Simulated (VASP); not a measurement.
# TiPt3: structure and properties in VASP, part 4 of 4

What structure does TiPt3 take at this level, and what are its properties? The start is a cell from a database of measured crystal structures.

VASP 6.6.1; r2SCAN; plane waves and PAW (Ti_sv, Pt).

So far. Step 9 (Volume scan with r2SCAN (run 3)): The run ends at a pressure of 5.44 GPa. Step 10 (Volume scan with r2SCAN (run 4)): The pressure falls from 5.44 to -0.06 GPa, so it vanishes between these two volumes.

The database entry behind the starting cell is an old determination (1943), so it need not match the best structure at ambient conditions.

## 11. Volume scan with r2SCAN (run 5)

INCAR reads:

```
SYSTEM = TiPt3
PREC = Accurate
ENCUT = 400
EDIFF = 1E-06
NELM = 100
ISMEAR = 1
SIGMA = 0.2
LREAL = .FALSE.
ALGO = Normal
METAGGA = R2SCAN
LASPH = .TRUE.
NBANDS = 27
LORBIT = 11
LWAVE = .FALSE.
LCHARG = .FALSE.
KPAR = 4
ISIF = 2
```

POSCAR reads:

```
TiPt3
1.0
    3.9502040930      0.0000000000      0.0000000000
    0.0000000000      3.9502040930      0.0000000000
    0.0000000000      0.0000000000      3.9502040930
Ti Pt
1 3
Direct
    0.0000000000      0.0000000000      0.0000000000
    0.0000000000      0.5000000000      0.5000000000
    0.5000000000      0.0000000000      0.5000000000
    0.5000000000      0.5000000000      0.0000000000
```

KPOINTS reads:

```
Automatic mesh
0
Gamma
7 7 7
0 0 0
```

The projector-augmented-wave data sets are Ti_sv and Pt (PBE family, release 64).

The run is started by

```sh
$ mpirun -np 4 vasp_std
```

Output:

```text
[... set-up lines as in an earlier step ...]
 entering main loop
       N       E                     dE             d eps       ncg     rms          rms(c)
DAV:   1     0.192207086303E+03    0.19221E+03   -0.18535E+04  1080   0.142E+03
DAV:   2    -0.157623408960E+03   -0.34983E+03   -0.33725E+03  1165   0.391E+02
DAV:   3    -0.185377079824E+03   -0.27754E+02   -0.26620E+02  1415   0.102E+02
DAV:   4    -0.186447582127E+03   -0.10705E+01   -0.10644E+01  1362   0.198E+01
[...]
DAV:  14    -0.171111960797E+03    0.23934E-04   -0.14139E-04  1461   0.685E-02    0.430E-03
DAV:  15    -0.171111962046E+03   -0.12490E-05   -0.44787E-06  1163   0.156E-02    0.348E-03
DAV:  16    -0.171111961397E+03    0.64869E-06   -0.59362E-07   685   0.548E-03
   1 F= -.17111196E+03 E0= -.17111625E+03  d E =0.128701E-01
```

Run time: 28 s. Hardware: 4 MPI ranks of AMD EPYC 7R43, shared host; peak memory 0.55 GiB.

Parts of OUTCAR (step 11):

```text
  Total       -1.9056180     -1.9056180     -1.9056180      0.0000000      0.0000000     -0.0000000
  in kB      -49.5322238    -49.5322238    -49.5322238      0.0000000      0.0000000     -0.0000000
  external PRESSURE =     -49.5322238 kB  Pullay stress =       0.0000000 kB

 POSITION                                       TOTAL-FORCE (eV/Angst)
 -----------------------------------------------------------------------------------
      0.00000      0.00000      0.00000         0.000000      0.000000      0.000000
      0.00000      1.97510      1.97510         0.000000      0.000000      0.000000
      1.97510      0.00000      1.97510         0.000000      0.000000      0.000000
      1.97510      1.97510      0.00000         0.000000      0.000000      0.000000
 -----------------------------------------------------------------------------------
    total drift:                                0.000000      0.000000      0.000000

  FREE ENERGIE OF THE ION-ELECTRON SYSTEM (eV)
  ---------------------------------------------------
  free  energy   TOTEN  =      -171.1119613972 eV

  energy  without entropy=     -171.1248314789  energy(sigma->0) =     -171.11625142

[... 1 part as in an earlier step ...]

[... 2 further parts left out ...]
[key lines of the parts left out:]
E-fermi :  11.0793
```

The pressure falls from -0.06 to -4.95 GPa.

The run ends at a pressure of -4.95 GPa.

## 12. Volume scan with r2SCAN (run 6)

INCAR is that of step 11.

POSCAR reads:

```
TiPt3
1.0
    3.9758554877      0.0000000000      0.0000000000
    0.0000000000      3.9758554877      0.0000000000
    0.0000000000      0.0000000000      3.9758554877
Ti Pt
1 3
Direct
    0.0000000000      0.0000000000      0.0000000000
    0.0000000000      0.5000000000      0.5000000000
    0.5000000000      0.0000000000      0.5000000000
    0.5000000000      0.5000000000      0.0000000000
```

KPOINTS is that of step 11.

The run is started by

```sh
$ mpirun -np 4 vasp_std
```

Output:

```text
[... set-up lines as in an earlier step ...]
 entering main loop
       N       E                     dE             d eps       ncg     rms          rms(c)
DAV:   1     0.190249031920E+03    0.19025E+03   -0.18340E+04  1080   0.142E+03
DAV:   2    -0.159536478595E+03   -0.34979E+03   -0.33690E+03  1157   0.387E+02
DAV:   3    -0.185686053326E+03   -0.26150E+02   -0.25098E+02  1420   0.100E+02
DAV:   4    -0.186580550866E+03   -0.89450E+00   -0.88828E+00  1406   0.179E+01
[...]
DAV:  14    -0.171060010303E+03    0.28495E-04   -0.15143E-04  1450   0.696E-02    0.530E-03
DAV:  15    -0.171060012619E+03   -0.23160E-05   -0.55562E-06  1204   0.173E-02    0.446E-03
DAV:  16    -0.171060011897E+03    0.72143E-06   -0.86008E-07   674   0.643E-03
   1 F= -.17106001E+03 E0= -.17106453E+03  d E =0.135656E-01
```

It took 28 s on 4 MPI ranks; peak memory 0.55 GiB; 1.8 min of CPU time.

From OUTCAR (step 12):

```text
  Total       -3.6409203     -3.6409203     -3.6409203      0.0000000      0.0000000     -0.0000000
  in kB      -92.8175249    -92.8175249    -92.8175249      0.0000000      0.0000000     -0.0000000
  external PRESSURE =     -92.8175249 kB  Pullay stress =       0.0000000 kB

 POSITION                                       TOTAL-FORCE (eV/Angst)
 -----------------------------------------------------------------------------------
      0.00000      0.00000      0.00000         0.000000      0.000000      0.000000
      0.00000      1.98793      1.98793         0.000000      0.000000      0.000000
      1.98793      0.00000      1.98793         0.000000      0.000000      0.000000
      1.98793      1.98793      0.00000         0.000000      0.000000      0.000000
 -----------------------------------------------------------------------------------
    total drift:                                0.000000      0.000000      0.000000

  FREE ENERGIE OF THE ION-ELECTRON SYSTEM (eV)
  ---------------------------------------------------
  free  energy   TOTEN  =      -171.0600118975 eV

  energy  without entropy=     -171.0735774897  energy(sigma->0) =     -171.06453376

[... 1 part as in an earlier step ...]

[... 2 further parts left out ...]
[key lines of the parts left out:]
E-fermi :  10.7397
```

The pressure falls from -4.95 to -9.28 GPa.

The run ends at a pressure of -9.28 GPa.

## 13. Volume scan with r2SCAN (run 7)

A prediction first. A parabola through the 6 pressures of evenly scaled cells so far, P = -0.08 -260.5 t +674 t² GPa with t = ln(V/V₁) and V₁ the volume at scale 1, gives -12.97 GPa at t = +0.0583.

INCAR is that of step 12.

POSCAR reads:

```
TiPt3
1.0
    4.0011800908      0.0000000000      0.0000000000
    0.0000000000      4.0011800908      0.0000000000
    0.0000000000      0.0000000000      4.0011800908
Ti Pt
1 3
Direct
    0.0000000000      0.0000000000      0.0000000000
    0.0000000000      0.5000000000      0.5000000000
    0.5000000000      0.0000000000      0.5000000000
    0.5000000000      0.5000000000      0.0000000000
```

KPOINTS is that of step 12.

The run is started by

```sh
$ mpirun -np 4 vasp_std
```

Output:

```text
[... set-up lines as in an earlier step ...]
 entering main loop
       N       E                     dE             d eps       ncg     rms          rms(c)
DAV:   1     0.185774714005E+03    0.18577E+03   -0.18457E+04  1080   0.140E+03
DAV:   2    -0.160623268511E+03   -0.34640E+03   -0.33447E+03  1181   0.385E+02
DAV:   3    -0.185829283946E+03   -0.25206E+02   -0.24071E+02  1479   0.972E+01
DAV:   4    -0.186663762241E+03   -0.83448E+00   -0.83076E+00  1338   0.172E+01
[...]
DAV:  14    -0.170977233229E+03    0.36560E-04   -0.18817E-04  1433   0.759E-02    0.689E-03
DAV:  15    -0.170977236624E+03   -0.33941E-05   -0.91020E-06  1274   0.212E-02    0.566E-03
DAV:  16    -0.170977235881E+03    0.74291E-06   -0.11924E-06   756   0.734E-03
   1 F= -.17097724E+03 E0= -.17098199E+03  d E =0.142632E-01
```

Wall time 30 s (4 MPI ranks); peak memory 0.55 GiB; 1.9 min of CPU time.

OUTCAR, selected parts (step 13):

```text
  Total       -5.2398380     -5.2398380     -5.2398380      0.0000000     -0.0000000      0.0000000
  in kB     -131.0581838   -131.0581838   -131.0581838      0.0000000     -0.0000000      0.0000000
  external PRESSURE =    -131.0581838 kB  Pullay stress =       0.0000000 kB

 POSITION                                       TOTAL-FORCE (eV/Angst)
 -----------------------------------------------------------------------------------
      0.00000      0.00000      0.00000         0.000000      0.000000      0.000000
      0.00000      2.00059      2.00059         0.000000      0.000000      0.000000
      2.00059      0.00000      2.00059         0.000000      0.000000      0.000000
      2.00059      2.00059      0.00000         0.000000      0.000000      0.000000
 -----------------------------------------------------------------------------------
    total drift:                                0.000000      0.000000      0.000000

  FREE ENERGIE OF THE ION-ELECTRON SYSTEM (eV)
  ---------------------------------------------------
  free  energy   TOTEN  =      -170.9772358806 eV

  energy  without entropy=     -170.9914991301  energy(sigma->0) =     -170.98199030

[... 1 part as in an earlier step ...]

[... 2 further parts left out ...]
[key lines of the parts left out:]
E-fermi :  10.4138
```

The pressure falls from -9.28 to -13.11 GPa. The parabola predicted -12.97 GPa, +0.13 GPa off.

## 14. Comparing the runs

Times are for 4 MPI ranks of AMD EPYC 7R43, shared host. The series side by side:

| no. | volume scale | energy above the lowest point (meV/atom) | pressure (GPa) | time | memory (GiB) |
| --- | --- | --- | --- | --- | --- |
| 1 | 0.94 | 51.23 | 18.64 | 30 s | 0.56 |
| 2 | 0.96 | 22.19 | 11.65 | 30 s | 0.55 |
| 3 | 0.98 | 5.56 | 5.441 | 29 s | 0.56 |
| 4 | 1 | 0 | -0.05851 | 28 s | 0.54 |
| 5 | 1.02 | 4.28 | -4.953 | 28 s | 0.55 |
| 6 | 1.04 | 17.21 | -9.282 | 28 s | 0.55 |
| 7 | 1.06 | 37.85 | -13.11 | 30 s | 0.55 |

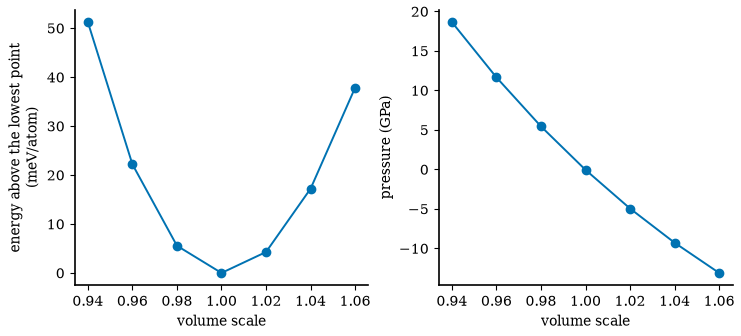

The series as plots.

## 15. Fit for r2SCAN

This step: Birch-Murnaghan fit, r2SCAN; plane waves and PAW (VASP 6.6.1).

This step runs nothing: it gathers the runs above.

This step gave:

```yaml
pressure_derivative_of_the_bulk_modulus: 5.016
r_m_s_error_of_the_fit: 1.37e-5 eV/atom
minimum_inside_the_sampled_range: yes
bulk_modulus: 258.3 GPa
equilibrium_volume_of_the_fit: 15.12 Å³/atom
```

Energy above the fitted minimum against volume:

| volume (Å³/atom) | energy above the fitted minimum (eV/atom) |
| --- | --- |
| 14.201 | 0.0512 |
| 14.503 | 0.0222 |
| 14.806 | 0.00555 |
| 15.108 | -7.9e-6 |
| 15.410 | 0.00428 |
| 15.712 | 0.0172 |
| 16.014 | 0.0378 |

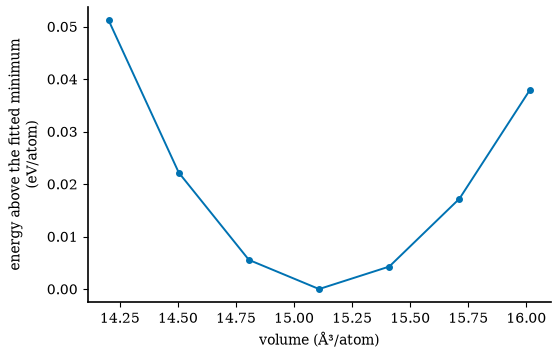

Energy above the fitted minimum against volume.

The fitted volume lies +0.09 % from the relaxed one.

## 16. Optical spectrum (r2SCAN)

This step: r2SCAN; plane waves and PAW (Ti_sv, Pt) (VASP 6.6.1).

LOPTICS sums transitions from filled to empty bands. The mesh is finer than in the run before. NBANDS is raised for it.

INCAR, as its differences from that of step 13:

```diff
@@ -11,3 +11,3 @@
 LASPH = .TRUE.
-NBANDS = 27
+NBANDS = 53
 LORBIT = 11
@@ -16,2 +16,4 @@
 KPAR = 4
-ISIF = 2
+LOPTICS = .TRUE.
+NEDOS = 1500
+CSHIFT = 0.1
```

POSCAR reads:

```
TiPt3
1.0
    3.9242151558      0.0000000000      0.0000000000
    0.0000000000      3.9242151558      0.0000000000
    0.0000000000      0.0000000000      3.9242151558
Ti Pt
1 3
Direct
    0.0000000000      0.0000000000      0.0000000000
    0.0000000000      0.5000000000      0.5000000000
    0.5000000000      0.0000000000      0.5000000000
    0.5000000000      0.5000000000      0.0000000000
```

KPOINTS reads:

```
Automatic mesh
0
Gamma
10 10 10
0 0 0
```

The run is started by

```sh
$ mpirun -np 4 vasp_std
```

Output:

```text
[... set-up lines as in an earlier step ...]
 entering main loop
       N       E                     dE             d eps       ncg     rms          rms(c)
DAV:   1     0.170419246341E+03    0.17042E+03   -0.15403E+04  5936   0.729E+02
DAV:   2    -0.164595361843E+03   -0.33501E+03   -0.30779E+03  6256   0.227E+02
DAV:   3    -0.185850996677E+03   -0.21256E+02   -0.20631E+02  7075   0.604E+01
DAV:   4    -0.186316201828E+03   -0.46521E+00   -0.46393E+00  6856   0.843E+00
DAV:   5    -0.186323606299E+03   -0.74045E-02   -0.74036E-02  7529   0.110E+00    0.227E+01
DAV:   6    -0.171224074534E+03    0.15100E+02   -0.53829E+00  6613   0.202E+01    0.895E+00
DAV:   7    -0.171779473518E+03   -0.55540E+00   -0.60103E+00  7656   0.102E+01    0.896E+00
DAV:   8    -0.171121495984E+03    0.65798E+00   -0.14029E+00  7311   0.513E+00    0.355E+00
DAV:   9    -0.171154616848E+03   -0.33121E-01   -0.86771E-02  7387   0.151E+00    0.115E+00
DAV:  10    -0.171143057416E+03    0.11559E-01   -0.11272E-01  7063   0.149E+00    0.561E-01
DAV:  11    -0.171139671123E+03    0.33863E-02   -0.20181E-02  7238   0.471E-01    0.142E-01
DAV:  12    -0.171139476633E+03    0.19449E-03   -0.11031E-03  7068   0.129E-01    0.369E-02
DAV:  13    -0.171139515290E+03   -0.38656E-04   -0.15763E-04  7641   0.588E-02    0.493E-02
DAV:  14    -0.171139488474E+03    0.26816E-04   -0.14590E-04  7611   0.439E-02    0.871E-03
DAV:  15    -0.171139488897E+03   -0.42391E-06   -0.51633E-06  6821   0.937E-03
   1 F= -.17113949E+03 E0= -.17114414E+03  d E =0.139417E-01
 optical routines
 imaginary and real dielectric function
 direction            1
 direction            2
 direction            3
```

It took 2.7 min on 4 MPI ranks; peak memory 1.2 GiB; 11 min of CPU time.

Parts of OUTCAR (step 16):

```text
   k-points           NKPTS =     56   k-points in BZ     NKDIM =     56   number of bands    NBANDS=     53

   NELECT =      42.0000    total number of electrons

 E-fermi :  11.4187

 k-point     1 :       0.0000    0.0000    0.0000
  band No.  band energies     occupation
    ...
     16       9.6131      2.00000
     17      10.7883      2.00008
     18      11.4052      1.11395
     19      11.4052      1.11395
     20      11.4052      1.11395
     21      12.8244     -0.00000
     22      12.8244     -0.00000
     23      13.0059     -0.00000
     24      13.0059     -0.00000
     25      13.0059     -0.00000
    ...

  Total       -0.0429599     -0.0429599     -0.0429599      0.0000000      0.0000000     -0.0000000
  in kB       -1.1389771     -1.1389771     -1.1389771      0.0000000      0.0000000     -0.0000000
  external PRESSURE =      -1.1389771 kB  Pullay stress =       0.0000000 kB

  FREE ENERGIE OF THE ION-ELECTRON SYSTEM (eV)
  ---------------------------------------------------
  free  energy   TOTEN  =      -171.1394888975 eV

  energy  without entropy=     -171.1534305981  energy(sigma->0) =     -171.14413613

 plasma frequency squared (from intraband transitions) (eV^2)
  --------------------------------------------------------------------------------------
       3.427       0.000      -0.000
       0.000       3.427       0.000
      -0.000       0.000       3.427

[... 8 parts as in an earlier step ...]

[... 9 further parts left out ...]
```

These are independent-particle spectra without excitons or local fields, and fine structure depends on the mesh and on CSHIFT. The intraband (Drude) part is not in this spectrum.

Numbers from this step:

| Item | Value |
| --- | --- |
| SCF cycles | 15 |
| bands | 53 |
| irreducible k-points | 56 |
| free energy (TOTEN) | -171.1395 eV |
| energy at zero smearing | -171.1441 eV |
| Fermi energy | 11.42 eV |
| pressure | -0.1139 GPa |

The imaginary dielectric function, xx has structure finer than the step of the table below, so its rows give means over 2 eV, whole bins alone (the curve runs from 0 to 25.0 eV). Peaks (eV: height): 0.1: 37.7, 2.6: 41.8.

Imaginary dielectric function, xx against photon energy; means over each step:

| photon energy (eV) | imaginary dielectric function, xx |
| --- | --- |
| 2 | 35.6 |
| 4 | 15.2 |
| 6 | 5.73 |
| 8 | 4.26 |
| 10 | 3.24 |
| 12 | 2.18 |
| 14 | 2.04 |
| 16 | 1.91 |
| 18 | 2.29 |
| 20 | 3.10 |
| 22 | 1.74 |

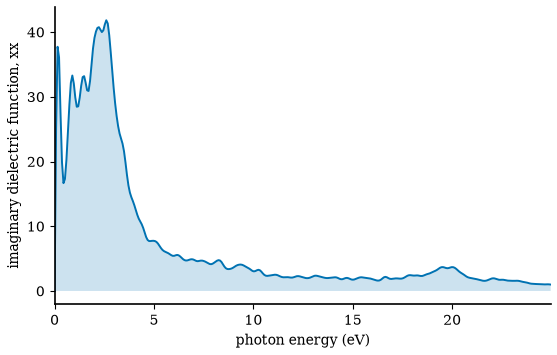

Imaginary dielectric function, xx against photon energy.

Table of real dielectric function, xx by photon energy:

| photon energy (eV) | real dielectric function, xx |
| --- | --- |
| 0 | 98.8 |
| 1 | 33.8 |
| 2 | 22.5 |
| 3 | -8.76 |
| 4 | -8.76 |
| 5 | -4.33 |
| 6 | -2.35 |
| 7 | -1.39 |
| 8 | -0.597 |
| 9 | -0.348 |
| 10 | -0.960 |
| 11 | -0.411 |
| 12 | 0.115 |
| 13 | 0.447 |
| 14 | 0.375 |
| 15 | 0.562 |
| 16 | 0.485 |
| 17 | 0.899 |
| 18 | 0.995 |
| 19 | 1.22 |
| 20 | -0.296 |
| 21 | -0.865 |
| 22 | -0.319 |
| 23 | -0.542 |
| 24 | -0.605 |

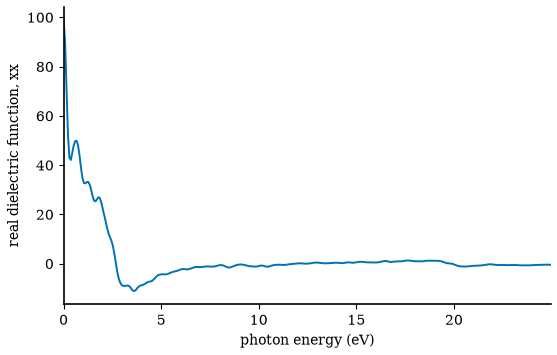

Real dielectric function, xx against photon energy.

## 17. Summary of results

| Item | Value |
| --- | --- |
| relaxed volume | 15.11 Å³/atom |
| relaxed conventional cell a, b, c | 3.924, 3.924, 3.924 Å |
| space group after relaxing, within 0.02 Å | Pm-3m (No. 221) |
| band gap | none, a metal |
| DOS at the Fermi level | 0.897 states/eV/cell |
| bulk modulus from the fit | 258 GPa |
| volume from the fit | 15.1 Å³/atom |

What this shows: With r2SCAN, TiPt3 relaxes to 15.11 Å³/atom in space group Pm-3m (held by the symmetry of the run), comes out as a metal and has a bulk modulus of 258 GPa. Against the listed cell the volume lies +2.1 %. Band structure (r2SCAN): Of the bands kept, 3 cross the Fermi level on this path. Spin-orbit coupling is left out, and with elements this heavy it would split and shift bands near the Fermi level. The k-sampling is coarse for a metal, so the Fermi level, pressures and the shape of the cell carry errors. No search among competing phases was made, and a listed structure need not be the one stable at ambient conditions. All values are for a static lattice at zero temperature.

[Lines on the potential files, build, host, timing and source positions are cut from VASP's logs without a mark.]

[Logs are printed without paths, hosts, clocks, repeated set-up lines and the standing remarks that a program may print on its own settings, such as how far it seeks lower states.]

[Hosts, paths, dates, database ids (printed as entryN), source tags and the programs' standing remarks are cut or masked in the printed files.]

[A measured line is paired with the nearest computed mode of its activity, which favours agreement.]
